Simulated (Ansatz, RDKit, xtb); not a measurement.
# CH9B3N4: which of the isomers drawn lies lowest?

Which of a sample of isomers of CH9B3N4 is the most stable in the gas at 298.15 K, and what are its properties? The sample is small against all isomers, and the most stable one of this formula need not be in it.

The funnel: GFN2-xTB relaxations, single points with a density functional, relaxations at PBE-D3(BJ)/def2-SVP, harmonic vibrations (at GFN2-xTB), and a last energy at a higher level. All values are calculated.

**1. Drawing up candidates**

Isomers were taken from a list of plausible structures; this is a sample, not all of them. That gives 6 candidates.

```csv
label,SMILES,spin
c091,CN1BNBN(N)B1,singlet
c509,CB1NBN(N)BN1,singlet
c797,CB1NBNBN1N,singlet
c856,CB1NBNB(N)N1,singlet
c873,CN1BNB(N)NB1,singlet
c905,CN1BNBNB1N,singlet
```

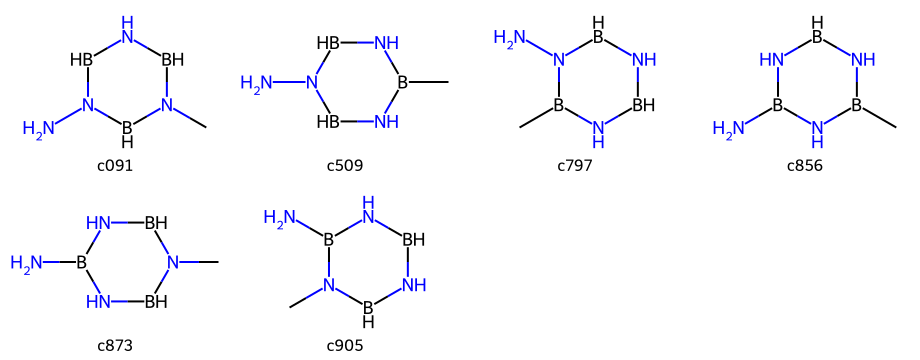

Structural formulas of the candidates.

Candidates are built by distance geometry, with a force field where one applies, in up to four conformers (letters a to d).

Q: Predict the outcome of this search (final energies at CCSD(T)/def2-SVP + MP2/def2-TZVPP - MP2/def2-SVP).

| quantity | value |
| --- | --- |
| lowest structure found | CB1NBNB(N)N1, singlet |
| next finalist | CN1BNBNB1N, singlet, 17.4 kcal/mol higher in G |
| share at equilibrium, among the finalists | 100.0 % |

`CB1NBNB(N)N1` comes out lowest. Among the finalists first place is clear (17.4 kcal/mol); structures outside the list aren't covered. HF/STO-3G, r2SCAN-D4/def2-SVP, PBE-D3(BJ)/def2-SVP, HF/def2-SVP and MP2/def2-SVP already put its bonding pattern lowest among the structures in one piece; GFN2-xTB favours the singlet CN1BNB(N)NB1. The search is not exhaustive (a finite list of starts, one conformer a finalist), so a lower isomer can't be ruled out. Only 6 drawn patterns were tried, so whole families of isomers are missing, and the result ranks this sample alone. The lowest isomer need not be the one that is made and kept in a bottle, which depends on barriers.
